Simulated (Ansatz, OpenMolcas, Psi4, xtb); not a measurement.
**SnH4 (SMILES [SnH4]): methods side by side**

The species is SnH4 (5 atoms), meant as a singlet with charge 0. SMILES: `[SnH4]`. The shape is that of a PBE0-D4/def2-TZVP optimisation.

Each level gives the HOMO–LUMO gap (eV). The values are calculated.

| level | kind | program | value (eV) | CPU time |
| --- | --- | --- | --- | --- |
| GFN0-xTB | semi-empirical | xtb | 9.56 | under 2 s |
| HF/def2-SVPD (core potential) | Hartree–Fock | Ansatz | 13.88 | 2.6 s |
| SVWN5/def2-SVPD (core potential) | LDA | OpenMolcas | 7.08 | 7.8 s |
| BLYP/def2-SVPD (core potential) | GGA | Ansatz | 7.03 | 6.5 s |
| r2SCAN/def2-SVPD (core potential) | meta-GGA | Ansatz | 8.02 | 5.5 s |
| r2SCAN0/def2-SVPD (core potential) | hybrid meta-GGA | Ansatz | 9.69 | 6.4 s |
| HSE06/def2-SVPD (core potential) | range-separated hybrid | Psi4 | 8.35 | 57 s |
| wB97M-V/def2-SVPD (core potential) | range-separated hybrid | Ansatz | 12.28 | 22 s |
| B2PLYP/def2-SVPD (core potential) | double hybrid | OpenMolcas | 10.88 | 8 s |

The values span 7.03 to 13.88 eV. Orbital gaps aren't excitation energies, and those of double hybrids come from the SCF part alone; they tend to grow with the share of exact exchange. CPU times are rough (shared hosts, several kinds of processor): they show what a rung costs within a factor of a few.

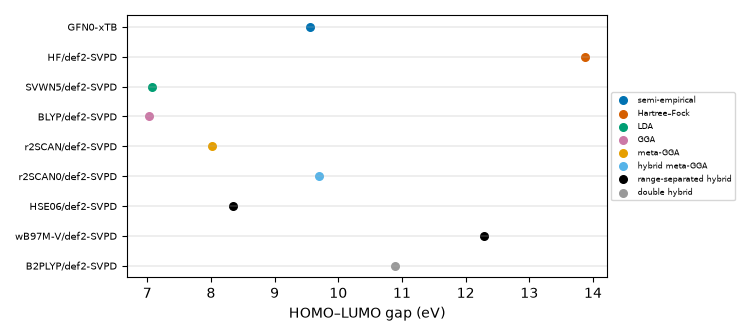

The values of the table, level by level.
